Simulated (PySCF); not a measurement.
# C5H13BSi2: what the fields show

| atom | x (Å) | y (Å) | z (Å) |
| --- | --- | --- | --- |
| B | -0.7534 | -2.7539 | -0.1962 |
| Si | -0.0505 | -0.9535 | -0.4632 |
| C | 1.6620 | -0.6357 | 0.3747 |
| C | 2.0528 | 0.7898 | 0.2609 |
| C | 2.9660 | 1.2601 | -0.5711 |
| C | -1.2978 | 0.2706 | 0.3211 |
| C | -1.3209 | 0.4540 | 1.6377 |
| Si | -2.5092 | 1.1806 | -0.8059 |
| H | -1.2705 | -3.3381 | -1.0672 |
| H | -0.7328 | -3.2811 | 0.8484 |
| H | 0.1381 | -0.4706 | -1.8511 |
| H | 2.4151 | -1.2696 | -0.0941 |
| H | 1.5980 | -0.9195 | 1.4257 |
| H | 1.5034 | 1.4711 | 0.8981 |
| H | 3.5249 | 0.6086 | -1.2232 |
| H | 3.1955 | 2.3103 | -0.6337 |
| H | -0.6490 | -0.0589 | 2.3116 |
| H | -2.0096 | 1.1362 | 2.1169 |
| H | -3.4003 | 2.0234 | -0.0024 |
| H | -1.7678 | 2.0111 | -1.7562 |
| H | -3.3026 | 0.1820 | -1.5314 |

Geometry: GFN2-xTB.

Theory: PySCF 2.14.0, PBE0/pcSseg-1, SCF density, gas phase, non-relativistic.

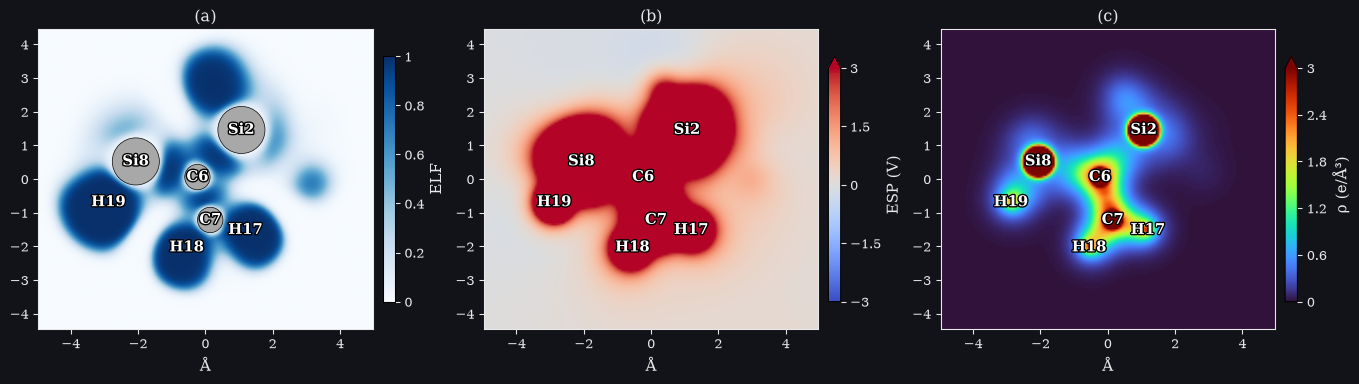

Figure 1. (a) electron localisation function; (b) molecular electrostatic potential; (c) electron density on the plane of atoms C6, C7 and H18. Grey discs cover the atomic cores in the ELF map.

**What do the fields say about this system?**

Atoms in the plane: Si, C and H. C–C (1.33 Å): the density is about 2.3 e/Å³ at the midpoint; the ELF peaks at about 0.95 between the atoms (a multiple bond). C–Si (1.89 Å): the density is about 0.91 e/Å³ at the midpoint; the ELF peaks at about 0.95 between the atoms, as expected for a shared electron pair. C–H (1.08 Å): the density is about 2 e/Å³ at the midpoint; the ELF climbs to about 1 towards the hydrogen, as it does in any bond to H; an ordinary covalent bond to hydrogen. C–Si (1.92 Å): the density is about 0.86 e/Å³ at the midpoint; the ELF peaks at about 0.95 between the atoms; a shared electron pair. The potential has no marked negative region in this plane.

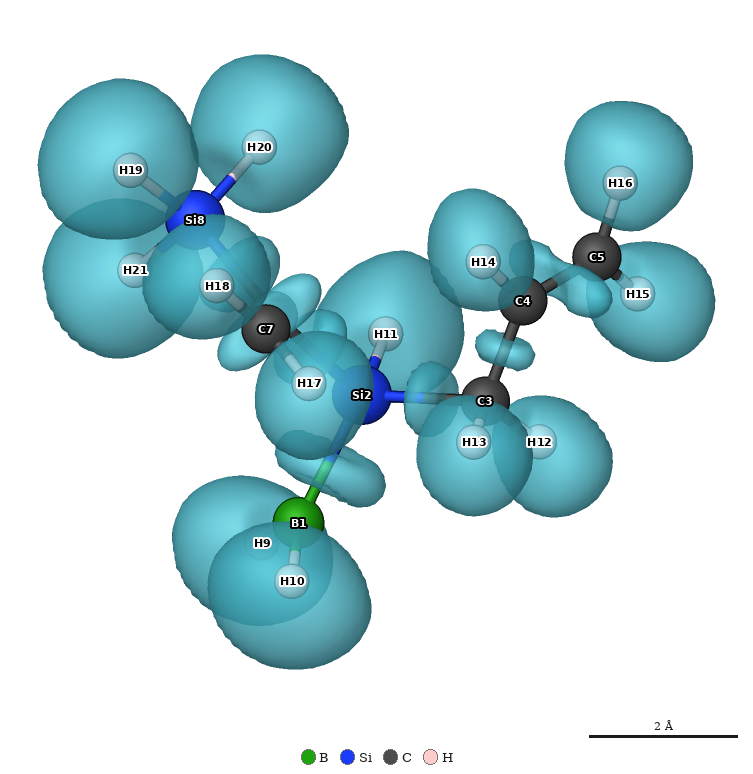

Figure 2. Isosurface of the electron localisation function at 0.85 (cyan), seen at a tilt. Only the valence region is drawn (cores and ρ < 0.01 e/Å³ removed).

**What do the ELF domains correspond to?**

The surface consists of one region between bonded B–Si atoms (shared pairs), three regions between bonded C–C atoms (shared pairs), three regions between bonded C–Si atoms (shared pairs) and 13 regions around hydrogen nuclei.


C–C (1.32 Å): the ELF peaks at about 0.90 between the atoms: a multiple bond.

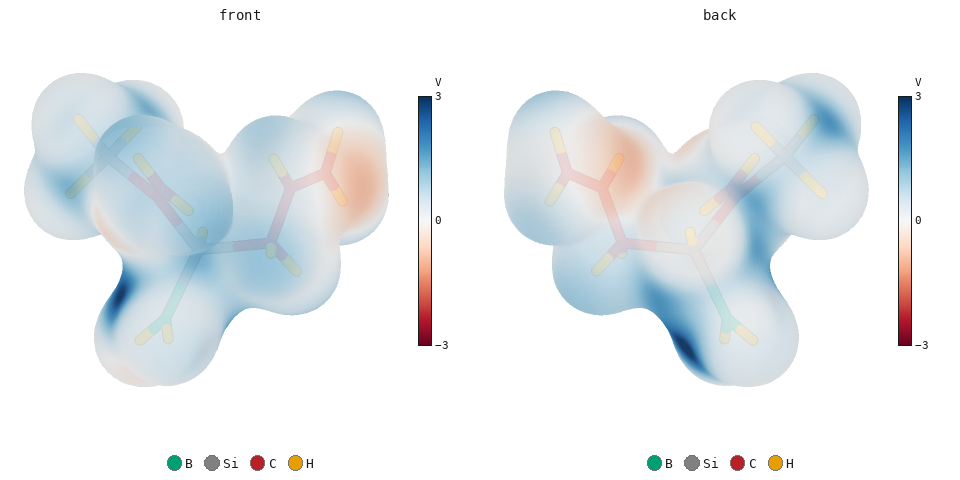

Figure 3. The molecular electrostatic potential painted on the density surface at 0.004 e/bohr³, seen from the front and from behind; the colour scale runs from red (negative) to blue (positive).

**Describe the electrostatic potential map.**

The most negative region (about −0.9 V) lies over the π face of C4 and C5, the most positive (about +2.8 V) over B1.
